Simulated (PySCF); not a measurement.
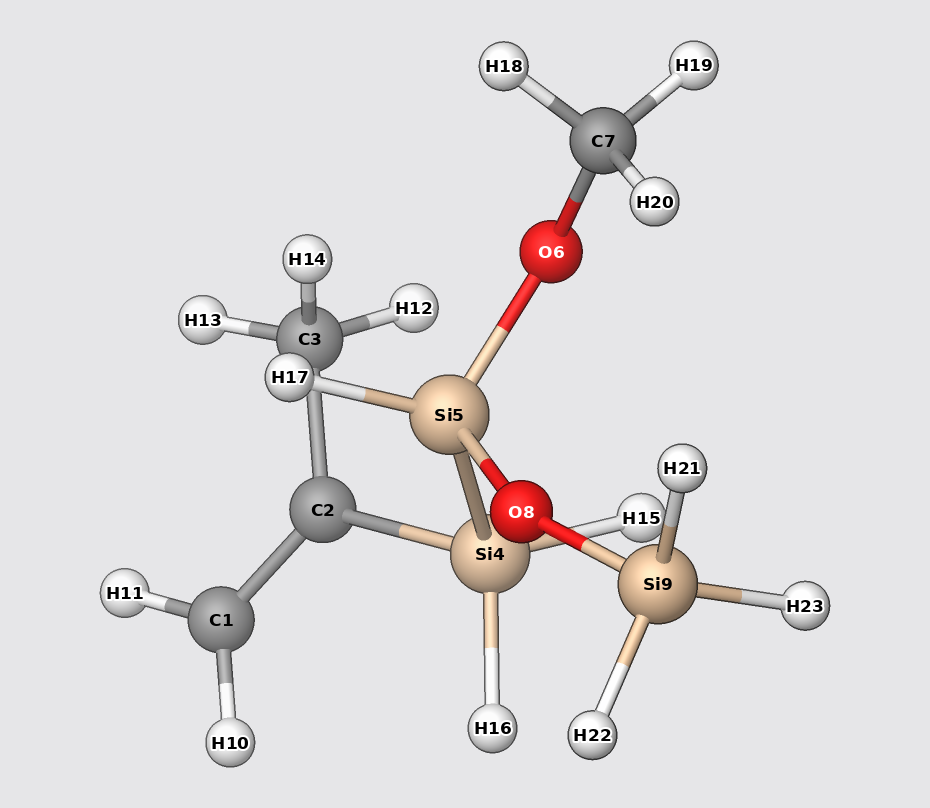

The geometry was computed by an optimisation with GFN2-xTB. No frequency run is at hand to confirm it as a minimum. Electric field gradients from the ground-state density, PBE0/pcSseg-1 (PySCF 2.14.0), non-relativistic apart from any core potentials.

Give the largest field-gradient component, the quadrupole coupling constant and the asymmetry for 17O at O6 (Q = −25.6 mb), 17O at O8 (Q = −25.6 mb), 2H at H10 (Q = 2.86 mb), 2H at H11 (Q = 2.86 mb), 2H at H12 (Q = 2.86 mb), 2H at H13 (Q = 2.86 mb).

```json
{"atom": "O6", "V_zz (a.u.)": "1.740", "e²qQ/h (MHz)": "−10.47", "η": "0.28"}
{"atom": "O8", "V_zz (a.u.)": "1.058", "e²qQ/h (MHz)": "−6.37", "η": "0.12"}
{"atom": "H10", "V_zz (a.u.)": "0.337", "e²qQ/h (MHz)": "0.227", "η": "0.05"}
{"atom": "H11", "V_zz (a.u.)": "0.330", "e²qQ/h (MHz)": "0.222", "η": "0.05"}
{"atom": "H12", "V_zz (a.u.)": "0.311", "e²qQ/h (MHz)": "0.209", "η": "0.03"}
{"atom": "H13", "V_zz (a.u.)": "0.313", "e²qQ/h (MHz)": "0.210", "η": "0.03"}
```

The geometry is semi-empirical. Around Si such bond lengths and angles can be off by a tenth of an ångström or more and by several degrees, and values that hang on the shape move with them.
